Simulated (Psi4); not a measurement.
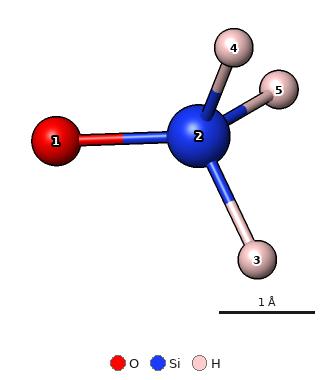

The structure (ball-and-stick view, seen at a tilt; atoms are numbered from 1 in the order of the input). Bond lengths as drawn: H–Si 1.49 to 1.50 Å and O–Si 1.53 Å.

SiH3O: field calculation

SiH3O, multiplicity 2, computed with PW86PBE/pcSseg-2, UKS, in an applied electric field (Psi4 1.11).

The geometry comes from this level: GFN2-xTB.

Output:
```
Psi4 1.11 release

   => Loading Basis Set <=

    Name: PCSSEG-2
    Role: ORBITAL
    Keyword: BASIS

         ---------------------------------------------------------
                                   SCF
                              UKS Reference
                        1 Threads,   1525 MiB Core
         ---------------------------------------------------------

  ==> Geometry <==

    Molecular point group: c1
    Full point group: C1

    Geometry (in Angstrom), charge = 0, multiplicity = 2:

       Center              X                  Y                   Z               Mass
    ------------   -----------------  -----------------  -----------------  -----------------
         O           -1.416610000000     0.267850000000     0.690210000000    15.994914619570
         SI          -0.065850000000     0.007840000000     0.019870000000    27.976926534650
         H           -0.120650000000    -0.242400000000    -1.447490000000     1.007825032230
         H            0.685890000000    -1.159260000000     0.572930000000     1.007825032230
         H            0.917210000000     1.125960000000     0.164480000000     1.007825032230

  Running in c1 symmetry.

  Rotational constants: A =      3.02746  B =      0.37737  C =      0.37666 [cm^-1]
  Rotational constants: A =  90761.02843  B =  11313.24925  C =  11292.06654 [MHz]
  Nuclear repulsion =   59.382670506883066

  Charge       = 0
  Multiplicity = 2
  Electrons    = 25
  Nalpha       = 13
  Nbeta        = 12

  ==> Algorithm <==

  SCF Algorithm Type is DIRECT.
  DIIS enabled.
  MOM disabled.
  Fractional occupation disabled.
  Guess Type is SAD.
  Energy threshold   = 1.00e-06
  Density threshold  = 1.00e-06
  Integral threshold = 1.00e-12

  ==> Primary Basis <==

  Basis Set: PCSSEG-2
    Blend: PCSSEG-2
    Number of shells: 45
    Number of basis functions: 121
    Number of Cartesian functions: 134
    Spherical Harmonics?: true
    Max angular momentum: 3

  ==> DFT Potential <==

   => LibXC <=

    Version 7.1.2

   => Composite Functional: PW86PBE <=

    PW86PBE GGA Exchange-Correlation Functional

    Deriv               =              1
    GGA                 =           TRUE
    Meta                =          FALSE

    Exchange Hybrid     =          FALSE
    MP2 Hybrid          =          FALSE

   => Exchange Functionals <=

    1.0000    XC_GGA_X_PW86

   => Correlation Functionals <=

    1.0000     XC_GGA_C_PBE

   => LibXC Density Thresholds  <==

    XC_GGA_C_PBE:  1.00E-12
    XC_GGA_X_PW86:  1.00E-15

   => Molecular Quadrature <=

    Radial Scheme          =       TREUTLER
    Pruning Scheme         =           NONE
    Nuclear Scheme         =       TREUTLER

    Blocking Scheme        =         OCTREE
    BS radius alpha        =              1
    Pruning alpha          =              1
    Radial Points          =             75
    Spherical Points       =            302
    Total Points           =         109569
    Total Blocks           =            866
    Max Points             =            256
    Max Functions          =            121
    Weights Tolerance      =       1.00E-15

   => Loading Basis Set <=

    Name: (PCSSEG-2 AUX)
    Role: JKFIT
    Keyword: DF_BASIS_SCF

  Starting with a DF guess...

  ==> Integral Setup <==

  DFHelper Memory: AOs need 0.032 GiB; user supplied 0.817 GiB.
  SCF_SUBTYPE=INCORE selected. In-core MEM_DF algorithm will be used.
  Using in-core AOs.

  ==> MemDFJK: Density-Fitted J/K Matrices <==

    J tasked:                   Yes
    K tasked:                    No
    wK tasked:                   No
    Memory [MiB]:               837
    Algorithm:                 Core
    Schwarz Cutoff:           1E-12
    Mask sparsity (%):       0.7650
    Fitting Condition:        1E-10

   => Auxiliary Basis Set <=

  Basis Set: (PCSSEG-2 AUX)
    Blend: DEF2-UNIVERSAL-JKFIT
    Number of shells: 81
    Number of basis functions: 259
    Number of Cartesian functions: 308
    Spherical Harmonics?: true
    Max angular momentum: 4

  Cached 100.0% of DFT collocation blocks in 0.300 [GiB].

  Perturbing V by -0.005000 mu(x).
  Minimum eigenvalue in the overlap matrix is 3.6785974320E-03.
  Reciprocal condition number of the overlap matrix is 6.6038063121E-04.
    Using symmetric orthogonalization.

  ==> Pre-Iterations <==

  SCF Guess: Superposition of Atomic Densities via on-the-fly atomic UHF (no occupation information).

   -------------------------
    Irrep   Nso     Nmo
   -------------------------
     A        121     121
   -------------------------
    Total     121     121
   -------------------------

  ==> Iterations <==

                           Total Energy        Delta E     RMS |[F,P]|

   @DF-UKS iter SAD:  -366.22967233612172   -3.66230e+02   0.00000e+00
   @DF-UKS iter   1:  -366.24201411049302   -1.23418e-02   7.96861e-03 DIIS/ADIIS
   @DF-UKS iter   2:  -361.05286584318929    5.18915e+00   2.19620e-02 DIIS/ADIIS
   @DF-UKS iter   3:  -366.56473228615403   -5.51187e+00   2.45672e-03 DIIS/ADIIS
   @DF-UKS iter   4:  -366.55899321464926    5.73907e-03   2.78044e-03 DIIS/ADIIS
   @DF-UKS iter   5:  -366.60999262715183   -5.09994e-02   1.10233e-03 DIIS/ADIIS
   @DF-UKS iter   6:  -366.61871189536487   -8.71927e-03   3.23318e-04 DIIS/ADIIS
   @DF-UKS iter   7:  -366.61930076197922   -5.88867e-04   1.82963e-04 DIIS/ADIIS
   @DF-UKS iter   8:  -366.61958699017742   -2.86228e-04   5.32058e-05 DIIS
   @DF-UKS iter   9:  -366.61961523244122   -2.82423e-05   1.60687e-05 DIIS
   @DF-UKS iter  10:  -366.61961858488070   -3.35244e-06   1.05822e-05 DIIS
   @DF-UKS iter  11:  -366.61961947064543   -8.85765e-07   6.01578e-06 DIIS
   @DF-UKS iter  12:  -366.61961975796726   -2.87322e-07   5.69005e-06 DIIS
   @DF-UKS iter  13:  -366.61962024007272   -4.82105e-07   4.70038e-06 DIIS
   @DF-UKS iter  14:  -366.61962119800228   -9.57930e-07   1.52213e-06 DIIS
   @DF-UKS iter  15:  -366.61962128907146   -9.10692e-08   3.88037e-07 DIIS

  DF guess converged.

  ==> DirectJK: Integral-Direct J/K Matrices <==

    J tasked:                  Yes
    K tasked:                   No
    wK tasked:                  No
    Integrals threads:           1
    Screening Type:           CSAM
    Screening Cutoff:        1E-12
    Incremental Fock:           No

   @UKS iter  16:  -366.61956016561777   -3.66620e+02   3.12496e-06 DIIS
   @UKS iter  17:  -366.61956018864663   -2.30289e-08   2.52289e-07 DIIS
  Energy and wave function converged.

  ==> Post-Iterations <==

   Electrons on quadrature grid:
      Nalpha   =   13.0000022887 ; deviation = 2.289e-06
      Nbeta    =   12.0000006616 ; deviation = 6.616e-07
      Ntotal   =   25.0000029502 ; deviation = 2.950e-06

   @Spin Contamination Metric:   4.391526730E-03
   @S^2 Expected:                7.500000000E-01
   @S^2 Observed:                7.543915267E-01
   @S   Expected:                5.000000000E-01
   @S   Observed:                5.000000000E-01

    Orbital Energies [Eh]
    ---------------------

    Alpha Occupied:

       1A    -65.474231     2A    -18.816564     3A     -5.074917
       4A     -3.481189     5A     -3.480306     6A     -3.478922
       7A     -0.917894     8A     -0.496460     9A     -0.390108
      10A     -0.361266    11A     -0.353550    12A     -0.316007
      13A     -0.280103

    Alpha Virtual:

      14A     -0.027138    15A      0.012094    16A      0.018531
      17A      0.030188    18A      0.084811    19A      0.088518
      20A      0.162867    21A      0.186315    22A      0.204642
      23A      0.210985    24A      0.292015    25A      0.306704
      26A      0.309995    27A      0.374753    28A      0.429897
      29A      0.438024    30A      0.585466    31A      0.599323
      32A      0.602148    33A      0.685704    34A      0.742001
      35A      0.751307    36A      0.775468    37A      0.849162
      38A      0.855657    39A      0.899604    40A      0.984015
      41A      0.991359    42A      1.074121    43A      1.210613
      44A      1.238109    45A      1.251012    46A      1.444933
      47A      1.454269    48A      1.504749    49A      1.526291
      50A      1.579173    51A      1.598647    52A      1.632389
      53A      1.688182    54A      1.758265    55A      1.882782
      56A      1.888752    57A      1.923857    58A      1.966349
      59A      1.968354    60A      2.162882    61A      2.300250
      62A      2.327366    63A      2.535402    64A      3.048659
      65A      3.055840    66A      3.073848    67A      3.335929
      68A      3.339537    69A      3.410575    70A      3.652563
      71A      3.669805    72A      3.681319    73A      3.697384
      74A      3.703862    75A      3.739886    76A      3.758168
      77A      3.825554    78A      3.828435    79A      3.872187
      80A      3.974467    81A      3.980618    82A      4.027998
      83A      4.032851    84A      4.139545    85A      4.156076
      86A      4.214030    87A      4.220856    88A      4.263551
      89A      4.319900    90A      4.341003    91A      4.355556
      92A      4.514277    93A      4.530304    94A      4.548782
      95A      4.598200    96A      4.626244    97A      4.672113
      98A      4.901893    99A      4.915537   100A      4.967662
     101A      5.279708   102A      5.282892   103A      5.701299
     104A      5.866331   105A      5.868207   106A      6.251913
     107A      6.296079   108A      6.711821   109A      7.829012
     110A      7.882544   111A      8.331879   112A     14.111065
     113A     14.117021   114A     14.305100   115A     16.931342
     116A     33.038660   117A     33.079608   118A     33.319857
     119A     50.896090   120A     50.900718   121A     51.108805

    Beta Occupied:

       1A    -65.474444     2A    -18.800874     3A     -5.075143
       4A     -3.481441     5A     -3.480586     6A     -3.479267
       7A     -0.880414     8A     -0.485725     9A     -0.349370
      10A     -0.348332    11A     -0.344782    12A     -0.269813

    Beta Virtual:

      13A     -0.259283    14A     -0.023935    15A      0.017452
      16A      0.027154    17A      0.032763    18A      0.089484
      19A      0.090296    20A      0.168962    21A      0.191639
      22A      0.211381    23A      0.212907    24A      0.311069
      25A      0.313525    26A      0.314133    27A      0.377244
      28A      0.439869    29A      0.443108    30A      0.597942
      31A      0.601951    32A      0.615321    33A      0.698202
      34A      0.751260    35A      0.755924    36A      0.781612
      37A      0.857793    38A      0.858317    39A      0.902825
      40A      0.994397    41A      0.996747    42A      1.081054
      43A      1.223109    44A      1.257930    45A      1.264962
      46A      1.475422    47A      1.479362    48A      1.526569
      49A      1.528506    50A      1.595101    51A      1.603884
      52A      1.640550    53A      1.695697    54A      1.758040
      55A      1.889237    56A      1.930633    57A      1.939398
      58A      1.977037    59A      1.979910    60A      2.165825
      61A      2.331363    62A      2.333470    63A      2.552324
      64A      3.050192    65A      3.057774    66A      3.081295
      67A      3.341673    68A      3.343028    69A      3.428505
      70A      3.677429    71A      3.690404    72A      3.698209
      73A      3.713943    74A      3.717685    75A      3.758059
      76A      3.768600    77A      3.860475    78A      3.876646
      79A      3.900660    80A      3.996100    81A      4.005855
      82A      4.051782    83A      4.054435    84A      4.161624
      85A      4.171672    86A      4.230059    87A      4.233566
      88A      4.275195    89A      4.351577    90A      4.352655
      91A      4.375932    92A      4.539321    93A      4.546941
      94A      4.569278    95A      4.618441    96A      4.637086
      97A      4.688957    98A      4.929091    99A      4.933937
     100A      4.978960   101A      5.287499   102A      5.304746
     103A      5.727778   104A      5.935359   105A      5.948345
     106A      6.301793   107A      6.316864   108A      6.724539
     109A      7.892524   110A      7.910649   111A      8.345283
     112A     14.110588   113A     14.116449   114A     14.304902
     115A     16.932474   116A     33.094261   117A     33.116665
     118A     33.334488   119A     50.895895   120A     50.900459
     121A     51.108573

    Final Occupation by Irrep:
              A
    DOCC [    12 ]
    SOCC [     1 ]
    NA   [    13 ]
    NB   [    12 ]

  @UKS Final Energy:  -366.61956018864663

   => Energetics <=

    Nuclear Repulsion Energy =             59.3826705068830663
    One-Electron Energy =                -624.5030159006294070
    Two-Electron Energy =                 229.2344905256735785
    DFT Exchange-Correlation Energy =     -30.7337053205738542
    Empirical Dispersion Energy =           0.0000000000000000
    VV10 Nonlocal Energy =                  0.0000000000000000
    Total Energy =                       -366.6195601886466306

  UHF NO Occupations:
  HONO-2 :   11  A 1.9996670
  HONO-1 :   12  A 1.9985754
  HONO-0 :   13  A 1.0000000
  LUNO+0 :   14  A 0.0014246
  LUNO+1 :   15  A 0.0003330
  LUNO+2 :   16  A 0.0002571
  LUNO+3 :   17  A 0.0001043

Computation Completed

Properties will be evaluated at   0.000000,   0.000000,   0.000000 [a0]

Properties computed using the SCF density matrix

 Multipole Moments:

 ------------------------------------------------------------------------------------
     Multipole            Electronic (a.u.)      Nuclear  (a.u.)        Total (a.u.)
 ------------------------------------------------------------------------------------

 L = 1.  Multiply by 2.5417464519 to convert [e a0] to [Debye]
 Dipole X            :         21.2528304          -20.3567534            0.8960769
 Dipole Y            :         -3.7893938            3.7357240           -0.0536698
 Dipole Z            :         -9.7969024            9.6182902           -0.1786122
 Magnitude           :                                                    0.9152795

 ------------------------------------------------------------------------------------

	total time  =          9 seconds =       0.15 minutes

  Variable Map:
  ----------------------------------------------------------------------------
  "CURRENT ENERGY"              =>    -366.619560188647
  "CURRENT REFERENCE ENERGY"    =>    -366.619560188647
  "DD SOLVATION ENERGY"         =>       0.000000000000
  "DFT FUNCTIONAL TOTAL ENERGY" =>    -366.619560188647
  "DFT TOTAL ENERGY"            =>    -366.619560188647
  "DFT VV10 ENERGY"             =>       0.000000000000
  "DFT XC ENERGY"               =>     -30.733705320574
  "GRID ELECTRONS ALPHA"        =>      13.000002288678
  "GRID ELECTRONS BETA"         =>      12.000000661568
  "GRID ELECTRONS TOTAL"        =>      25.000002950245
  "NUCLEAR REPULSION ENERGY"    =>      59.382670506883
  "ONE-ELECTRON ENERGY"         =>    -624.503015900629
  "PCM POLARIZATION ENERGY"     =>       0.000000000000
  "PE ENERGY"                   =>       0.000000000000
  "SCF ITERATION ENERGY"        =>    -366.619560188647
  "SCF ITERATIONS"              =>      17.000000000000
  "SCF TOTAL ENERGY"            =>    -366.619560188647
  "TWO-ELECTRON ENERGY"         =>     229.234490525674
  "XC GRID RADIAL POINTS"       =>      75.000000000000
  "XC GRID SPHERICAL POINTS"    =>     302.000000000000
  "XC GRID TOTAL POINTS"        =>  109569.000000000000

  Array Variable Map:
  ----------------------------------------------------------------------------
  "CURRENT DIPOLE"              =>       0.896076930322 ... -0.178612196783 1 by 3
  "SCF DIPOLE"                  =>       0.896076930322 ... -0.178612196783 1 by 3
  "SCF TOTAL ENERGIES"          =>    -366.619560165618 ... -366.619560188647 1 by 2

    Psi4 run time: 0:00:09.54
```

The run was set up as follows.

Input (input.in):
```
memory 1600 mb

molecule {
  0 2
  O     -1.416610     0.267850     0.690210
  Si    -0.065850     0.007840     0.019870
  H     -0.120650    -0.242400    -1.447490
  H      0.685890    -1.159260     0.572930
  H      0.917210     1.125960     0.164480
  symmetry c1
  no_reorient
  no_com
}

set {
  basis pcSseg-2
  reference uks
  scf_type direct
  perturb_h true
  perturb_with dipole
  perturb_dipole [-0.005, 0.0, 0.0]
}

e, wfn = energy('pw86pbe', return_wfn=True)
print_variables()
```

Run as:
```bash
psi4 input.in input.out -n 1
```

Results in brief:

```json
{"quantity": "outcome", "value": "converged"}
{"quantity": "total energy", "value": "−366.619560 hartree"}
{"quantity": "basis functions", "value": "121"}
{"quantity": "⟨S²⟩", "value": "0.754"}
{"quantity": "dipole moment", "value": "2.33 D"}
{"quantity": "hardware", "value": "1 thread of AMD EPYC (Zen 5), 16 GiB of memory available, shared host"}
{"quantity": "wall time", "value": "10 s"}
{"quantity": "peak memory", "value": "0.56 GiB"}
```
